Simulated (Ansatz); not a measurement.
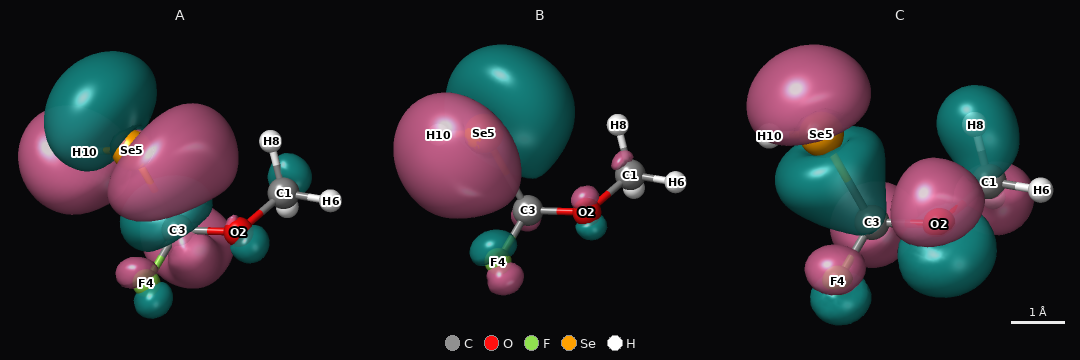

C2H5FOSe (SMILES COC(F)[SeH]). Three frontier orbitals at ±0.08 Å⁻³ᐟ² (teal and pink are the two phases), in no order.

Computed with Ansatz, RKS PBE/def2-SVP.

| atom | x (Å) | y (Å) | z (Å) |
| --- | --- | --- | --- |
| C | -1.0563 | 0.4986 | 1.1994 |
| O | -0.3075 | 0.5988 | -0.0019 |
| C | 0.2913 | -0.5653 | -0.4088 |
| F | 0.5744 | -0.4402 | -1.7300 |
| Se | 1.9999 | -0.8756 | 0.6413 |
| H | -1.5085 | 1.4914 | 1.3787 |
| H | -1.8683 | -0.2606 | 1.1122 |
| H | -0.4073 | 0.2259 | 2.0621 |
| H | -0.3555 | -1.4634 | -0.2521 |
| H | 2.0076 | -2.3350 | 0.3638 |

Order the three orbitals by energy and name them.

Answer. C is the HOMO−1 (−6.39 eV). Its weight (Hirshfeld) is mainly on O2 (about 40 %), Se5 (about 25 %) and C3 (about 10 %). B is the HOMO (−5.54 eV). Its weight (Hirshfeld) is mainly on Se5 (about 85 %); largely a lone pair of Se5. A is the LUMO (−0.99 eV). It lies mainly on Se5 (about 55 %), C3 (about 20 %), H10 (about 15 %) and H9 (about 5 %).

What is the HOMO–LUMO gap?

Answer. 4.55 eV between the orbital energies.
